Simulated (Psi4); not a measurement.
# M06-2X/aug-cc-pVDZ run of CH5BO (BH2(OMe))

What is the energy change on altering one bond length of CH5BO (BH2(OMe)) at M06-2X/aug-cc-pVDZ? 

The results are computed with Psi4 1.11.

1 further run of the same task is left out (set aside as unsound or not needed).

## 1. The structure to begin with

CH5BO: 8 atoms, total charge 0, spin state singlet. As SMILES, `[H]B([H])OC`. Geometry: relaxed at GFN2-xTB.

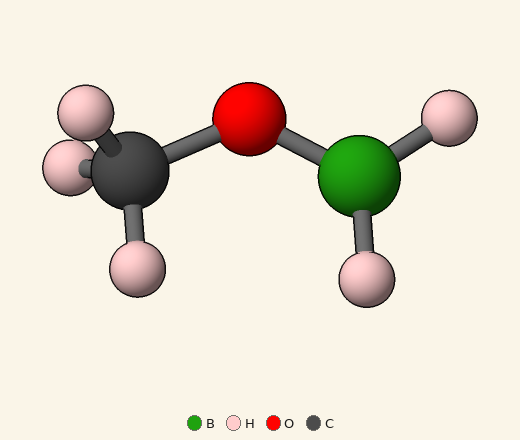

The structure, seen from a chosen angle (boron green, hydrogen pink, oxygen red, carbon dark grey).

## 2. Energy and gradient at M06-2X/aug-cc-pVDZ

Input file ch5bo.xyz:

```xyz
8
CH5BO
B      0.435610     1.006270     0.790700
H      1.569280     0.771350     0.549830
H      0.117450     1.877720     1.507100
O     -0.559180     0.310420     0.270760
C     -0.408730    -0.775400    -0.606980
H     -1.004290    -0.584470    -1.502650
H     -0.786680    -1.677140    -0.118600
H      0.636530    -0.928750    -0.890170
```

Input file job.py:

```python
import psi4

psi4.set_memory('1600 MB')
psi4.set_num_threads(1)
psi4.set_output_file('run.log', False)

with open('ch5bo.xyz') as f:
    atoms = ''.join(f.readlines()[2:])
geom = psi4.geometry('0 1\n' + atoms + 'symmetry c1\nno_reorient\nno_com')

psi4.set_options({
    'reference': 'rks',
    'puream': True,
    'e_convergence': 1e-09,
    'd_convergence': 1e-08,
    'scf_type': 'pk',
    'dft_radial_points': 99,
    'dft_spherical_points': 590,
})

result, w = psi4.gradient('m06-2x/aug-cc-pVDZ', return_wfn=True)
psi4.oeprop(w, 'MAYER_INDICES', 'LOWDIN_CHARGES', 'QUADRUPOLE', title='M06-2X')
print('gradient / Eh bohr^-1')
print(result.np.round(6))
print(f'energy = {w.energy():.10f} Eh')
```

Command:

```console
python job.py
```

run.log, shortened:

```text
[...]
  Running in c1 symmetry.
[...]
  Nuclear repulsion =   70.900486154838845
[...]
  Multiplicity = 1
[...]
  Nalpha       = 12
  Nbeta        = 12
[...]
    Number of basis functions: 114
[...]
   @RKS iter   1:  -141.01285637597547   -5.77601e-01   4.67494e-03 DIIS/ADIIS
[...]
   @RKS iter  11:  -141.15384791475213   -1.27898e-12   1.65697e-09 DIIS
[...]
    Orbital Energies [Eh]
    ---------------------
    Doubly Occupied:
       1A    -19.668159     2A    -10.603106     3A     -7.057376
       4A     -1.178435     5A     -0.806674     6A     -0.624201
       7A     -0.552349     8A     -0.542883     9A     -0.497838
      10A     -0.428653    11A     -0.397285    12A     -0.364153
[...]
  @RKS Final Energy:  -141.15384791475213
   => Energetics <=
    Nuclear Repulsion Energy =             70.9004861548388448
    One-Electron Energy =                -330.7700072226840007
    Two-Electron Energy =                 128.3111792046809967
    DFT Exchange-Correlation Energy =      -9.5955060515879893
    Empirical Dispersion Energy =           0.0000000000000000
    VV10 Nonlocal Energy =                  0.0000000000000000
    Total Energy =                       -141.1538479147521343
[...]
  -Total Gradient:
     Atom            X                  Y                   Z
    ------   -----------------  -----------------  -----------------
       1       -0.009854989052    -0.006843697210    -0.004756996392
       2       -0.009488005469     0.004602268361     0.004205272837
       3        0.002119687645    -0.010629657236    -0.008856234569
       4        0.020750050456     0.005697697021     0.003818229239
       5       -0.002064453520     0.006173574601     0.004414331169
       6        0.001174516911    -0.000391032767     0.001886643237
       7        0.000932719462     0.001940164934    -0.000785476768
       8       -0.003537514939    -0.000534019583     0.000081816548
[...]
 Multipole Moments:
 ------------------------------------------------------------------------------------
     Multipole            Electronic (a.u.)      Nuclear  (a.u.)        Total (a.u.)
 ------------------------------------------------------------------------------------
 L = 1.  Multiply by 2.5417464519 to convert [e a0] to [Debye]
 Dipole X            :          8.0434692           -7.9661027            0.0773665
 Dipole Y            :         -4.8993653            4.3860921           -0.5132732
 Dipole Z            :         -4.2356111            3.8233128           -0.4122983
 Magnitude           :                                                    0.6628913
 L = 2.  Multiply by 1.3450342976 to convert [e a0^2] to [Debye ang]
 Quadrupole XX       :        -47.8048104           32.0026985          -15.8021119
 Quadrupole XY       :        -18.9946767           19.4652014            0.4705247
[...]
```

Standard output:

```text
gradient / Eh bohr^-1
[[-9.855e-03 -6.844e-03 -4.757e-03]
 [-9.488e-03  4.602e-03  4.205e-03]
 [ 2.120e-03 -1.063e-02 -8.856e-03]
 [ 2.075e-02  5.698e-03  3.818e-03]
 [-2.064e-03  6.174e-03  4.414e-03]
 [ 1.175e-03 -3.910e-04  1.887e-03]
 [ 9.330e-04  1.940e-03 -7.850e-04]
 [-3.538e-03 -5.340e-04  8.200e-05]]
energy = -141.1538479148 Eh
```

Run time: 44 s. Hardware: 1 thread of Intel Xeon 6975P-C (Granite Rapids), shared host; peak memory 0.69 GiB.

## 3. The distorted shape

Input file input.dat:

```
memory 1600 mb

molecule {
  B
  H 1 1.182545
  H 1 1.172126 2 122.1684
  O 1 1.320663 3 115.33431 2 -179.82068
  C 4 1.614899 1 124.94391 3 -179.82087
  H 5 1.092415 4 108.59756 1 -126.18546
  H 5 1.09293 6 108.78686 4 118.22132
  H 5 1.093746 6 109.46483 7 119.37276
  units angstrom
  symmetry c1
  no_reorient
  no_com
}

set {
  basis                aug-cc-pVDZ
  puream               true
  e_convergence        1e-09
  d_convergence        1e-08
  scf_type             pk
  dft_radial_points    99
  dft_spherical_points 590
}

energy_value, wavefunction = gradient('m06-2x', return_wfn=True)
oeprop(wavefunction, 'DIPOLE', 'MAYER_INDICES', 'QUADRUPOLE', title='M06-2X')
print_variables()
```

Command:

```console
psi4 input.dat output.dat -n 1
```

output.dat, shortened:

```text
[...]
  Running in c1 symmetry.
[...]
  Nuclear repulsion =   67.233000469115595
[...]
  Multiplicity = 1
[...]
  Nalpha       = 12
  Nbeta        = 12
[...]
    Number of basis functions: 114
[...]
   @RKS iter   1:  -141.01185552109592   -8.54192e-01   4.33541e-03 ADIIS/DIIS
[...]
   @RKS iter  11:  -141.13586775200682   -2.16005e-12   1.75203e-09 DIIS
[...]
    Orbital Energies [Eh]
    ---------------------
    Doubly Occupied:
       1A    -19.667461     2A    -10.623085     3A     -7.050098
       4A     -1.128428     5A     -0.806971     6A     -0.596314
       7A     -0.525546     8A     -0.519164     9A     -0.489699
      10A     -0.446095    11A     -0.411206    12A     -0.352129
[...]
  @RKS Final Energy:  -141.13586775200682
   => Energetics <=
    Nuclear Repulsion Energy =             67.2330004691155949
    One-Electron Energy =                -323.6456445174400187
    Two-Electron Energy =                 124.8311519497326998
    DFT Exchange-Correlation Energy =      -9.5543756534150930
    Empirical Dispersion Energy =           0.0000000000000000
    VV10 Nonlocal Energy =                  0.0000000000000000
    Total Energy =                       -141.1358677520067886
[...]
  -Total Gradient:
     Atom            X                  Y                   Z
    ------   -----------------  -----------------  -----------------
       1       -0.000216337339    -0.000516258527    -0.013644046747
       2        0.000042635288     0.001244325713    -0.011610815151
       3        0.000095310715    -0.012738258985     0.007455569299
       4        0.000079126173     0.089506599322    -0.005461778593
       5        0.000480012559    -0.050939882973     0.014789505940
       6       -0.002595936653    -0.008385953341     0.004636967803
       7        0.002506932123    -0.008353224756     0.004219528112
       8       -0.000389741743    -0.009780845922    -0.000366040529
[...]
```

It took 44 s on 1 thread of Intel Xeon 6975P-C (Granite Rapids), shared host; peak memory 0.69 GiB.

## 4. Summary of results

At M06-2X/aug-cc-pVDZ:

| quantity | value |
| --- | --- |
| first shape: total energy | -141.15385 Eh |
| first shape: dipole moment | 1.68 D |
| first shape: HOMO energy | -9.91 eV |
| first shape: LUMO energy | -0.01 eV |
| first shape: HOMO–LUMO gap | 9.90 eV |
| first shape: largest force on an atom | 1.124 eV/Å |
| distorted shape: total energy | -141.13587 Eh |
| distorted shape: dipole moment | 2.38 D |
| distorted shape: HOMO energy | -9.58 eV |
| distorted shape: LUMO energy | -0.10 eV |
| distorted shape: HOMO–LUMO gap | 9.48 eV |
| distorted shape: largest force on an atom | 4.611 eV/Å |
| energy change with the O4–C5 bond stretched from 1.404 to 1.615 Å | 0.489 eV |

With the O4–C5 bond stretched from 1.404 to 1.615 Å the energy rises by 0.49 eV (11.3 kcal/mol). The first shape isn't relaxed at this level, so the change isn't measured from a minimum. The largest force (first shape) is 1.12 eV/Å: the shape isn't a stationary point for this species at this level.
